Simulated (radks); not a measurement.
The gadolinium ion Gd⁺; electrons: [Xe] 4f7 5d1 6s1. Method: scalar-relativistic Kohn-Sham, LDA (Slater exchange, Perdew-Wang correlation), spin-unpolarised, spherical densities, finite nucleus; computed with the in-house radial solver radks.

Wanted: the number of electrons inside radius r (solid) and the radial density 4πr²ρ (dashed).

The count levels off at 63 electrons. Half of them lie within 0.422 bohr, 90 % within 1.48 bohr and 99 % within 3.64 bohr. The radial density has minima at 0.0290, 0.123 and 0.372 bohr, where the count stands at 1.9, 11.1 and 29.4; these part the shells that the density resolves.

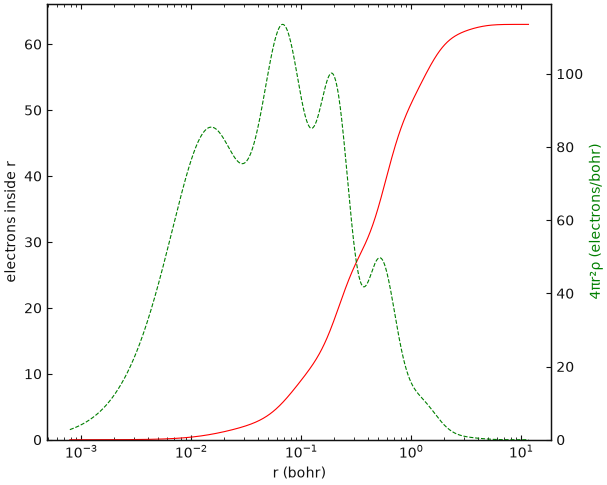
